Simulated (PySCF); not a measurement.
**Geometry relaxation, with input and output: HF**

HF, computed with RKS PBE0-D4/def2-TZVP, density fitting (PySCF 2.14.0).

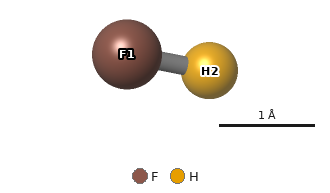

*The structure as given in the input (ball-and-stick view, seen at a tilt; atoms are numbered from 1 in the order of the input).*

Bond lengths as drawn: F–H 0.94 Å.

Summary

- outcome: converged
- total energy: −2731.8039 eV
- largest force (length of the vector) at the end: 0.001 eV/Å
- hardware: 4 threads of Arm Neoverse V1, 23 GiB of memory available, shared host
- wall time: 2 s (CPU time 4.2 s)
- peak memory: 0.31 GiB

The input
```python
import json, numpy as np
from pyscf import gto, scf, dft, mp, cc
EV, BOHR = 27.211386245988, 0.529177210903
mol = gto.M(atom="""
F 1.602700 -1.226828 1.835113
H 1.260438 -0.565292 1.257236
""", basis="def2-tzvp", charge=0, spin=0, max_memory=8670, verbose=0)
def mean_field(mol, dm=None):
    mf = dft.RKS(mol, xc="pbe0").density_fit()
    mf.conv_tol = 1e-9; mf.grids.level = 4
    mf.kernel(dm0=dm)
    if not mf.converged: mf = mf.newton().run(mf.mo_coeff, mf.mo_occ)
    assert mf.converged
    return mf
def d4(mol):
    from pyscf.dispersion.dftd4 import DFTD4Dispersion
    real = gto.M(atom=[(mol.atom_pure_symbol(i), mol.atom_coord(i)) for i in range(2)], unit='B', charge=mol.charge, spin=None, basis='def2-svp', verbose=0)
    r = DFTD4Dispersion(real, xc="pbe0", atm=True).get_dispersion(grad=True); return r["energy"], r["gradient"]
def energy_and_gradient(mol, dm=None):
    mf = mean_field(mol, dm); e, g = d4(mol)
    return mf, (mf.e_tot + e) * EV, (mf.nuc_grad_method().kernel()[:2] + g) * EV / BOHR
out = {}
# rational-function steps on a BFGS-updated Hessian; the first Hessian (eV/A^2) comes from GFN2-xTB
H = np.load("h0.npy"); x = mol.atom_coords(unit="A").ravel(); dm = old = None; trust = 0.2; steps = []
for it in range(90):
    mol.set_geom_(x.reshape(-1, 3), unit="A"); mf, e, g = energy_and_gradient(mol, dm); g = g.ravel(); dm = mf.make_rdm1()
    print(f"relax step {it + 1}: E = {e:.6f} eV, largest force component {abs(g).max():.4f} eV/A", flush=True); steps.append([e, x.reshape(-1, 3).tolist(), (-g).reshape(-1, 3).tolist()])
    if abs(g).max() < 0.008: out['converged'] = True; break
    if old is not None:
        s, z = x - old[0], g - old[1]
        if s @ z > 1e-8: H = H + np.outer(z, z) / (s @ z) - np.outer(H @ s, H @ s) / (s @ H @ s)
        trust = max(0.03, trust / 2) if e > old[2] + 1e-4 else min(0.35, trust * 1.3)
    w, V = np.linalg.eigh(H); w = np.maximum(abs(w), 0.08); f = V.T @ g; M = np.diag(np.append(w, 0.0)); M[-1, :-1] = M[:-1, -1] = f
    dx = V @ (-f / (w - np.linalg.eigvalsh(M)[0])); big = np.linalg.norm(dx.reshape(-1, 3), axis=1).max(); dx *= min(1, trust / big)
    old = (x, g, e); x = x + dx
out.update(energy=e, forces=steps[-1][2], positions=steps[-1][1], steps=steps)
out['s2'] = mf.spin_square()[0]; out['nelec'] = mol.nelec
print(f"Total energy {out['energy']:.6f} eV, <S^2> {out['s2']:.4f}")
json.dump(out, open("out.json", "w"), default=float)
```

Launched with:
```bash
OMP_NUM_THREADS=4 python run.py
```

Output
```
relax step 1: E = -2731.789070 eV, largest force component 0.8907 eV/A
relax step 2: E = -2731.802973 eV, largest force component 0.2338 eV/A
relax step 3: E = -2731.803857 eV, largest force component 0.0193 eV/A
relax step 4: E = -2731.803863 eV, largest force component 0.0004 eV/A
```

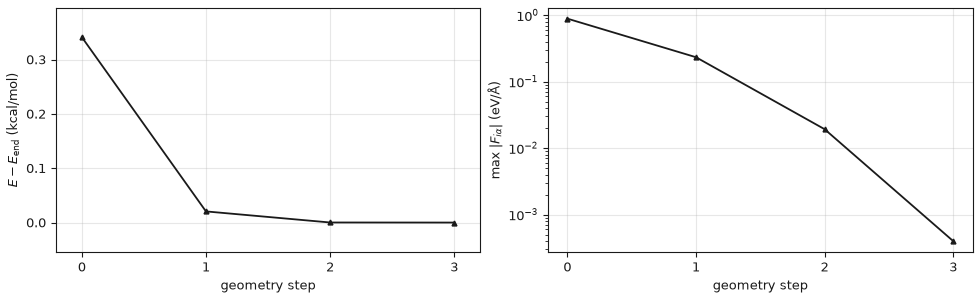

*Progress of the relaxation, step by step (the first geometry is step 0 here and step 1 in the log).*

The largest moves after the best rigid fit, 0.011 Å, are those of F1 and H2. Largest moves by element: H 0.011 Å, F 0.011 Å. Distances before and after: F1–H2 0.943 → 0.920 Å. Over 3 geometry steps the energy falls by 0.34 kcal/mol. Largest force component: 0.89 eV/Å at the start, 0.0004 eV/Å at the end. (Atoms are counted from 1 in the order of the input.)

```
Total energy -2731.803863 eV, <S^2> 0.0000
```

Trajectory as extended XYZ (Å, eV, eV/Å), 4 frames, from step=1 to step=4
```
2
Properties=species:S:1:pos:R:3:forces:R:3 step=1 energy=-2731.78907
F     1.6027   -1.2268    1.8351   -0.4608   0.8907  -0.7780
H     1.2604   -0.5653    1.2572    0.4608  -0.8907   0.7781
2
Properties=species:S:1:pos:R:3:forces:R:3 step=2 energy=-2731.80297
F     1.5979   -1.2170    1.8266    0.1210  -0.2337   0.2042
H     1.2658   -0.5752    1.2660   -0.1210   0.2338  -0.2042
2
Properties=species:S:1:pos:R:3:forces:R:3 step=3 energy=-2731.80386
F     1.5993   -1.2189    1.8284   -0.0099   0.0193  -0.0168
H     1.2650   -0.5730    1.2642    0.0100  -0.0193   0.0168
2
Properties=species:S:1:pos:R:3:forces:R:3 step=4 energy=-2731.80386
F     1.5996   -1.2187    1.8284   -0.0001   0.0004  -0.0003
H     1.2654   -0.5731    1.2644    0.0002  -0.0004   0.0003
```
